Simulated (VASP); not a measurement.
Band structure of GaAs (space group P6_3mc). Computed with PBEsol GGA with spin-orbit coupling, VASP's PBE PAW potentials (set 64) (plane waves; VASP).

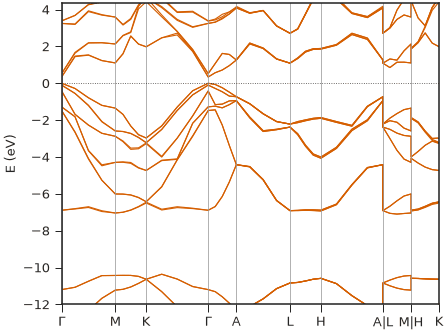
Bands along high-symmetry lines, zero at the valence-band maximum or, without a gap, the Fermi level

Read the plot: is there a gap, and where are the band edges?

The gap is direct, 0.34 eV, from the valence maximum at Γ to the conduction minimum at Γ.

The structure comes from a computed database's GaAs entry (P6_3mc); how it stands against other phases isn't given here. It was relaxed first.
